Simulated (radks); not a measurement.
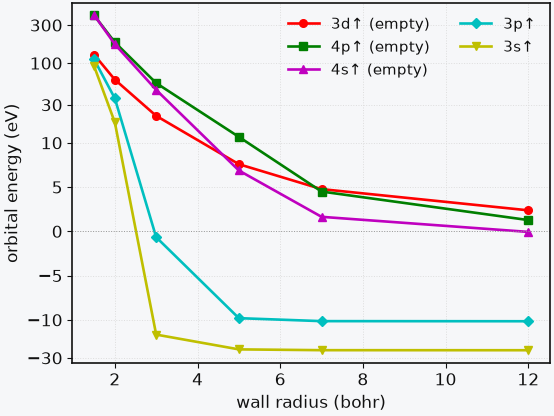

System: the neutral argon atom, configuration [Ne] 3s2 3p6. It is put inside a hard spherical wall of varying radius. Level of theory: non-relativistic Kohn-Sham, LDA (Slater exchange, VWN5 correlation), spin-polarised, spherical densities, point nucleus. Computed with the in-house radial solver radks. The plot shows the outer orbital energies (spin up), on a scale that is linear within ±10 eV and logarithmic beyond.

Describe the level shifts under confinement.

The levels rise as the wall closes in: 3p↑ goes from −10.4 eV at 12 bohr to 111.1 eV at 1.5 bohr and passes zero between 3 and 2 bohr. On compression 3d↑ drops below 4p↑ between 7 and 5 bohr, 3d↑ drops below 4s↑ between 5 and 3 bohr and 4p↑ drops below 4s↑ between 2 and 1.5 bohr; in each crossing pair the level of higher l rises less. The fastest to rise is 4s↑ (by 400.9 eV), the slowest 3s↑ (by 115.1 eV): the wall presses hardest on the most extended orbitals.
